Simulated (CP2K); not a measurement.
**One shape, several levels: singlet [C2F3]−**

Wanted: a comparison of 4 runs (B3LYP/6-31G*, PBE0/TZV2P-MOLOPT-PBE0-GTH, AM1, GFN1-xTB) of singlet [C2F3]−. 

The calculation is run with CP2K 2026.2.

2 further runs of the same task are left out: 2 that didn't finish.

**1. The system as given**

[C2F3]− has 5 atoms, charge -1, and is taken as a singlet. As SMILES of the parent species, `F[C]=C(F)F`. Geometry: relaxed at PBE0-D4/def2-TZVP. That shape belongs to the parent species and isn't relaxed for this state.

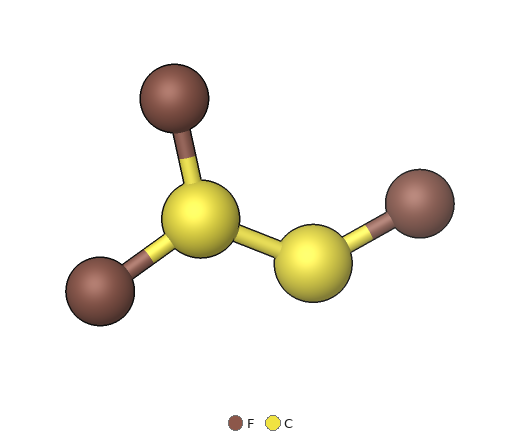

Viewed from a chosen angle; fluorine brown, carbon yellow.

**2. A single-point energy at B3LYP/6-31G(d) (spherical functions) (run 1)**

File molecule.xyz:

```xyz
5

F      0.577720    -1.033470     1.511080
C      0.506940     0.038840     0.785720
C     -0.126500     0.247860    -0.343200
F     -0.848620    -0.650470    -0.980670
F     -0.109540     1.397240    -0.972920
```

File qs.inp:

```
&GLOBAL
   PROJECT qs
   RUN_TYPE ENERGY
   PRINT_LEVEL MEDIUM
&END

&FORCE_EVAL
   METHOD QUICKSTEP
   &DFT
      BASIS_SET_FILE_NAME ./6_31gs.basis
      POTENTIAL_FILE_NAME POTENTIAL
      CHARGE -1
      &QS
         METHOD GAPW
         EPS_DEFAULT 1.0E-10
      &END
      &MGRID
         CUTOFF 280
         REL_CUTOFF 50
         NGRIDS 4
      &END
      &POISSON
         PERIODIC NONE
         POISSON_SOLVER WAVELET
      &END
      &SCF
         SCF_GUESS ATOMIC
         EPS_SCF 1.0E-06
         MAX_SCF 40
         &OT
            MINIMIZER DIIS
            PRECONDITIONER FULL_ALL
         &END
         &OUTER_SCF
            EPS_SCF 1.0E-06
            MAX_SCF 8
         &END
      &END
      &XC
         &XC_FUNCTIONAL
            &HYB_GGA_XC_B3LYP
            &END
         &END
         &HF
            FRACTION 0.2
            &SCREENING
               EPS_SCHWARZ 1.0E-10
            &END
            &MEMORY
               MAX_MEMORY 1050
            &END
         &END
      &END
      &PRINT
         &MOMENTS
            PERIODIC F
            REFERENCE COM
            MAX_MOMENT 1
         &END
         &MO_CUBES
            NLUMO 5
            NHOMO -1
            WRITE_CUBE F
         &END
         &LOWDIN ON
         &END
         &HIRSHFELD OFF
         &END
      &END
   &END
   &SUBSYS
      &CELL
         ABC 12.5 12.5 12.5
         PERIODIC NONE
      &END
      &TOPOLOGY
         COORD_FILE_NAME molecule.xyz
         COORD_FILE_FORMAT XYZ
         &CENTER_COORDINATES
         &END
      &END
      &KIND F
         BASIS_SET 6-31Gs
         POTENTIAL ALL
         LEBEDEV_GRID 194
         RADIAL_GRID 100
      &END
      &KIND C
         BASIS_SET 6-31Gs
         POTENTIAL ALL
         LEBEDEV_GRID 194
         RADIAL_GRID 100
      &END
   &END
&END
```

Started as:

```bash
$ OMP_NUM_THREADS=1 cp2k.psmp -i qs.inp -o qs.out
```

The program printed:

```text
CP2K| version string:                                       CP2K version 2026.2
[...]
 GLOBAL| Method name                                                        CP2K
[...]
 GLOBAL| Run type                                                         ENERGY
[...]
 DFT| Spin restricted Kohn-Sham (RKS) calculation                            RKS
 DFT| Multiplicity                                                             1
[...]
 DFT| Charge                                                                  -1
[...]
 FUNCTIONAL| HYB_GGA_XC_B3LYP:
[...]
 QS| Method:                                                                GAPW
[...]
 QS| Density cutoff [a.u.]:                                                140.0
[...]
 QS| Relative density cutoff [a.u.]:                                        25.0
[...]
                             - Atoms:                                          5
[...]
                             - Spherical basis functions:                     70
[...]
 Number of electrons:                                                         40
[...]
     1 OT DIIS     0.15E+00    8.0     0.30137084      -361.0881496582 -3.61E+02
[...]
     4 OT DIIS     0.15E+00    3.6     0.00000053      -375.5865707566 -5.95E-10
  *** SCF run converged in     4 steps ***
[...]
  Overlap energy of the core charge distribution:               0.00000752223333
  Self energy of the core charge distribution:               -371.91566229249702
  Core Hamiltonian energy:                                    -27.89089339926816
  Hartree energy:                                              52.32929291938523
  Exchange-correlation energy:                                -11.99990635316706
  Hartree-Fock Exchange energy:                                -8.18880797413923
[...]
                     Mulliken Population Analysis
 #  Atom  Element  Kind  Atomic population                           Net charge
       1     F        1          9.336772                             -0.336772
       2     C        2          6.256186                             -0.256186
       3     C        2          5.730681                              0.269319
       4     F        1          9.347310                             -0.347310
       5     F        1          9.329051                             -0.329051
 # Total charge                             40.000000                 -1.000000
[...]
  Dipole moment [Debye]
    X= -0.1747354E+01 Y= -0.9823851E+00 Z= -0.2223410E+01  Total=      2.9936396
[...]
 WARNING : did not converge in ot_eigensolver
 number of iterations          299  exceeded maximum
 current gradient / target gradient   3.3728540387256203E-005  /    1.0000000000000001E-005
[...]
 HOMO - LUMO gap [eV] :    6.734831
 ENERGY| Total FORCE_EVAL ( QS ) energy [hartree]           -375.586570756606136
[...]
```

It took 2.8 min on 1 thread of Intel Xeon at 2.70GHz, shared host; peak memory 0.92 GiB.

**3. The energy at PBE0/TZV2P-MOLOPT-PBE0-GTH (core potential) (run 2)**

File run.inp:

```
&GLOBAL
   PROJECT_NAME run
   RUN_TYPE ENERGY
   PRINT_LEVEL MEDIUM
&END

&FORCE_EVAL
   METHOD QUICKSTEP
   &DFT
      BASIS_SET_FILE_NAME BASIS_MOLOPT_UZH
      BASIS_SET_FILE_NAME BASIS_ADMM_UZH
      POTENTIAL_FILE_NAME POTENTIAL_UZH
      CHARGE -1
      &QS
         METHOD GPW
         EPS_DEFAULT 1.0E-10
      &END
      &MGRID
         CUTOFF 400
         REL_CUTOFF 50
         NGRIDS 4
      &END
      ! isolated system
      &POISSON
         PERIODIC NONE
         POISSON_SOLVER WAVELET
      &END
      &SCF
         SCF_GUESS ATOMIC
         EPS_SCF 1.0E-06
         MAX_SCF 30
         &OT
            MINIMIZER DIIS
            PRECONDITIONER FULL_SINGLE_INVERSE
         &END
         &OUTER_SCF
            EPS_SCF 1.0E-06
            MAX_SCF 8
         &END
      &END
      &XC
         &XC_FUNCTIONAL
            &PBE
               SCALE_X 0.75
               SCALE_C 1.0
            &END
         &END
         ! exact exchange
         &HF
            FRACTION 0.25
            &SCREENING
               EPS_SCHWARZ 1.0E-09
            &END
            &MEMORY
               MAX_MEMORY 1050
            &END
         &END
      &END
      &AUXILIARY_DENSITY_MATRIX_METHOD
         ADMM_TYPE ADMMS
         EXCH_CORRECTION_FUNC PBEX
      &END
      ! extra output
      &PRINT
         &MOMENTS
            PERIODIC F
            REFERENCE COM
            MAX_MOMENT 1
         &END
         &MO_CUBES
            NLUMO 3
            NHOMO -1
            WRITE_CUBE F
         &END
         &HIRSHFELD OFF
         &END
      &END
   &END
   ! structure
   &SUBSYS
      ! vacuum box
      &CELL
         ABC 12.5 12.5 12.5
         PERIODIC NONE
      &END
      &COORD
         F      0.577720    -1.033470     1.511080
         C      0.506940     0.038840     0.785720
         C     -0.126500     0.247860    -0.343200
         F     -0.848620    -0.650470    -0.980670
         F     -0.109540     1.397240    -0.972920
      &END
      &TOPOLOGY
         &CENTER_COORDINATES
         &END
      &END
      &KIND F
         BASIS_SET ORB TZV2P-MOLOPT-PBE0-GTH-q7
         BASIS_SET AUX_FIT admm-tzp-q7
         POTENTIAL GTH-PBE0-q7
      &END
      &KIND C
         BASIS_SET ORB TZV2P-MOLOPT-PBE0-GTH-q4
         BASIS_SET AUX_FIT admm-tzp-q4
         POTENTIAL GTH-PBE0-q4
      &END
   &END
&END
```

Started as:

```bash
$ OMP_NUM_THREADS=1 cp2k.psmp -i run.inp > run.out 2>&1
```

The program printed:

```text
CP2K| version string:                                       CP2K version 2026.2
[...]
 GLOBAL| Method name                                                        CP2K
[...]
 GLOBAL| Run type                                                         ENERGY
[...]
 DFT| Spin restricted Kohn-Sham (RKS) calculation                            RKS
 DFT| Multiplicity                                                             1
[...]
 DFT| Charge                                                                  -1
[...]
 FUNCTIONAL| PBE:
 QS| Method:                                                                 GPW
[...]
 QS| Density cutoff [a.u.]:                                                200.0
[...]
 QS| Relative density cutoff [a.u.]:                                        25.0
[...]
                             - Atoms:                                          5
[...]
                             - Spherical basis functions:                    145
[...]
 Number of electrons:                                                         30
[...]
     1 OT DIIS     0.80E-01   29.8     0.11348975       -81.3317786012 -8.13E+01
[...]
     7 OT DIIS     0.80E-01   11.0     0.00000057       -83.8568955663 -3.06E-10
  *** SCF run converged in     7 steps ***
[...]
  Overlap energy of the core charge distribution:               0.00000169516617
  Self energy of the core charge distribution:               -223.32259842539901
  Core Hamiltonian energy:                                     63.22650097146546
  Hartree energy:                                              93.85139903127025
  Exchange-correlation energy:                                -13.52426983907526
  Hartree-Fock Exchange energy:                                -4.08792899972236
  Total energy:                                               -83.85689556629475
[...]
                     Mulliken Population Analysis
 #  Atom  Element  Kind  Atomic population                           Net charge
       1     F        1          7.268466                             -0.268466
       2     C        2          4.268544                             -0.268544
       3     C        2          3.885493                              0.114507
       4     F        1          7.298637                             -0.298637
       5     F        1          7.278861                             -0.278861
 # Total charge                             30.000000                 -1.000000
[...]
  Dipole moment [Debye]
    X= -0.2033279E+01 Y= -0.1274212E+01 Z= -0.2511768E+01  Total=      3.4737325
[...]
 HOMO - LUMO gap [eV] :    6.754058
 ENERGY| Total FORCE_EVAL ( QS ) energy [hartree]            -83.856895566294753
[...]
```

Wall time 11 min (1 thread of Intel Xeon at 2.70GHz, shared host); peak memory 1.8 GiB.

Run 3 isn't shown in full; the table further down has it.

**4. A single-point energy at GFN1-xTB (run 4)**

File qs.inp:

```
&GLOBAL
 PROJECT_NAME qs
 RUN_TYPE ENERGY
 PRINT_LEVEL MEDIUM
&END GLOBAL
&FORCE_EVAL
 METHOD QUICKSTEP
 &DFT
  CHARGE -1
  &QS
   METHOD XTB
   EPS_DEFAULT 1.0E-10
   &XTB
    GFN_TYPE 1
    CHECK_ATOMIC_CHARGES F
   &END XTB
  &END QS
  &POISSON
   PERIODIC NONE
   POISSON_SOLVER ANALYTIC
  &END POISSON
  &SCF
   SCF_GUESS ATOMIC
   EPS_SCF 1.0E-06
   MAX_SCF 80
   &DIAGONALIZATION
    ALGORITHM STANDARD
   &END DIAGONALIZATION
   &MIXING
    METHOD BROYDEN_MIXING
    ALPHA 0.4
    NBUFFER 8
   &END MIXING
  &END SCF
  ! extra output
  &PRINT
   &MOMENTS
    PERIODIC F
    REFERENCE COM
    MAX_MOMENT 1
   &END MOMENTS
   &MO ON
    ENERGIES T
    OCCUPATION_NUMBERS T
    NDIGITS 6
    &EACH
     QS_SCF 0
    &END EACH
    ADD_LAST NUMERIC
   &END MO
   &HIRSHFELD OFF
   &END HIRSHFELD
  &END PRINT
 &END DFT
 ! atoms, cell and kinds
 &SUBSYS
  &CELL
   ABC 13.4 14.4 14.5
   PERIODIC NONE
  &END CELL
  &COORD
   F      0.577720    -1.033470     1.511080
   C      0.506940     0.038840     0.785720
   C     -0.126500     0.247860    -0.343200
   F     -0.848620    -0.650470    -0.980670
   F     -0.109540     1.397240    -0.972920
  &END COORD
  &TOPOLOGY
   &CENTER_COORDINATES
   &END CENTER_COORDINATES
  &END TOPOLOGY
 &END SUBSYS
&END FORCE_EVAL
```

Started as:

```bash
$ OMP_NUM_THREADS=1 cp2k.psmp -i qs.inp > qs.out 2>&1
```

The program printed:

```text
CP2K| version string:                                       CP2K version 2026.2
[...]
 GLOBAL| Method name                                                        CP2K
[...]
 GLOBAL| Run type                                                         ENERGY
[...]
                             - Atoms:                                          5
[...]
                             - Spherical basis functions:                     20
[...]
 Number of electrons:                                                         30
[...]
     1 NoMix/Diag. 0.40E+00    0.0     0.82034103       -19.6574174112 -1.97E+01
[...]
    27 Broy./Diag. 0.40E+00    0.0     0.00000062       -19.7689511327 -1.69E-06
  *** SCF run converged in    27 steps ***
[...]
 TB_DIPOLE| Moment [Debye]         -0.43716291       0.60929081      -1.04480177
 TB_DIPOLE| Derivative [a.u.]       0.00000000       0.00000000       0.00000000
[...]
 ENERGY| Total FORCE_EVAL ( QS ) energy [hartree]            -19.768951132661417
[...]
```

Run time: 1.6 s. Hardware: 1 thread of Intel Xeon at 2.70GHz, shared host; peak memory 0.19 GiB.

**5. The series**

```
run                                        level  core potential  scheme  energy (Eh)  HOMO energy (eV)  wall time
  1           B3LYP/6-31G* (spherical functions)            none    GAPW  -375.586571              2.84    2.8 min
  2  PBE0/TZV2P-MOLOPT-PBE0-GTH (core potential)        GTH-PBE0     GPW   -83.856896              1.17     11 min
  3                                          AM1               –       –   -62.864931                 –      1.9 s
  4                                     GFN1-xTB               –       –   -19.768951             -2.52      1.6 s
```

**6. Outcome**

| quantity | value |
| --- | --- |
| run 4: total energy | -19.76895 Eh |
| run 4: HOMO energy | -2.52 eV |
| run 4: dispersion energy | -2.29 kJ/mol |

**Reading.** Totals of different functionals can't be ranked against each other. Some runs of one species differ in core potentials or relativity; totals across that change don't compare. In runs 1, 2 the HOMO lies above zero, so the outermost electron may be held by the basis alone. Force-field and semi-empirical energies have zeros of their own, so their totals don't compare. All runs together took 14 min, the longest 11 min.
